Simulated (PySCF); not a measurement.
CCl⁺, singlet. PBE0/def2-TZVPPD in PySCF, UKS. One reference determinant with the occupation held, the lowest that a PBE0 search over spins and occupations found; no spin-orbit coupling. Zero is the separated fragments in their ground configurations, without counterpoise. The fragments are C⁺ + Cl. With PBE0 the solution stays closed-shell at all points drawn; such a solution can't reach the open-shell fragments at long range. 2 further points of the run are not drawn. Horizontal lines: vibrational levels from ωe and ωexe, starting at v = 0.

### What bond curve does the calculation give?

re = 1.535 Å, ωe = 1206 cm⁻¹, ωexe = 5.9 cm⁻¹, De = 6.85 eV.
```csv
r (Å),E (eV)
1.324,−5.21
1.385,−6.12
1.447,−6.62
1.493,−6.80
1.539,−6.85
1.585,−6.79
1.647,−6.60
1.724,−6.24
1.816,−5.69
1.939,−4.86
```

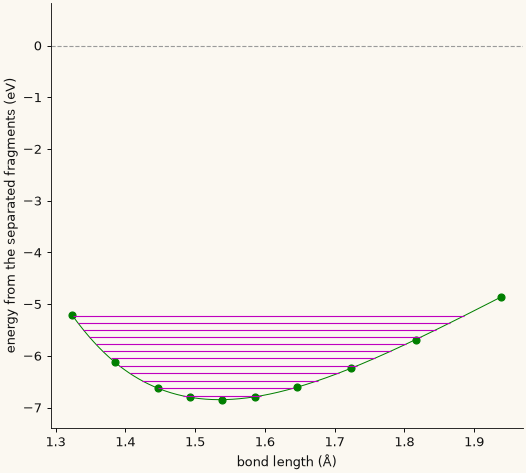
